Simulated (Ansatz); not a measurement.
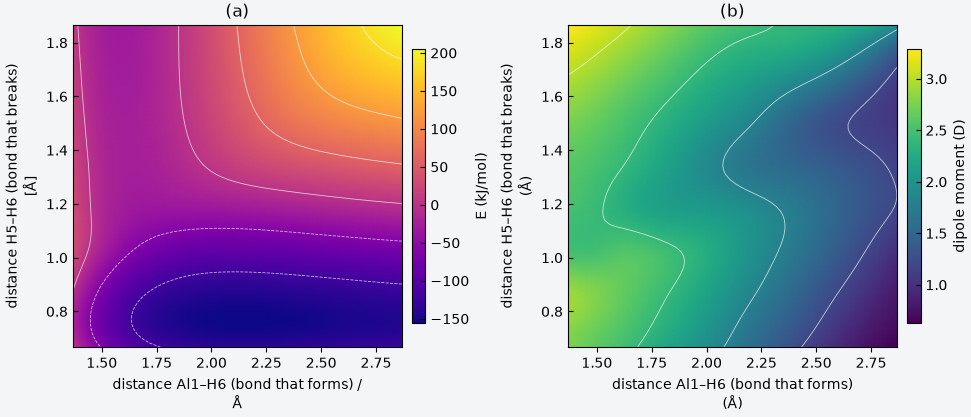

The reacting system AlClF2H2 (fragments AlClF₂ + H₂ where the first distance is long, AlClF₂H₂ where the second is long). First axis: distance Al1–H6 (bond that forms). Second axis: distance H5–H6 (bond that breaks). Relaxed at each point: all other coordinates. Grid: 9 × 9 points. Points are written as (first, second). All energies are given in kJ/mol relative to a guessed transition structure relaxed with its forming and breaking bonds held. The reference is spin-restricted, so regions where a bond is pulled apart into radicals lie too high. Theory: RKS r2SCAN-D4/def2-SVP in Ansatz 0.2.0.

Panel (a) is the energy; panel (b) is the computed dipole moment, in D.

The picture shows a smooth colour map with a few white contour lines. Between grid points the surface is interpolated.

> How does the dipole moment vary over the map, and what is it at the lowest grid point?

Leaving out the highest fifth of the energies, it runs from 0.63 D at (2.868 Å, 0.666 Å) to 3.29 D at (1.368 Å, 1.866 Å). At the lowest grid point, (2.202 Å, 0.755 Å), it is 1.69 D.

```tsv
second ↓, first →	1.368	1.479	1.633	1.808	1.999	2.202	2.415	2.637	2.868
1.866	3.29	3.19	3.03	2.82	2.61	2.46	2.36	2.29	1.92
1.682	3.00	2.91	2.74	2.55	2.34	2.16	1.96	1.62	1.14
1.504	2.76	2.67	2.52	2.32	2.08	1.82	1.47	1.21	1.06
1.333	2.59	2.52	2.38	2.16	1.90	1.66	1.51	1.36	1.16
1.171	2.51	2.44	2.30	2.15	2.08	1.94	1.71	1.43	1.18
1.018	2.52	2.49	2.57	2.47	2.28	1.98	1.67	1.33	0.98
0.878	2.90	2.79	2.63	2.43	2.18	1.85	1.51	1.15	0.82
0.755	2.85	2.73	2.55	2.33	2.05	1.69	1.35	0.99	0.72
0.666	2.77	2.65	2.47	2.22	1.93	1.59	1.23	0.88	0.63
```
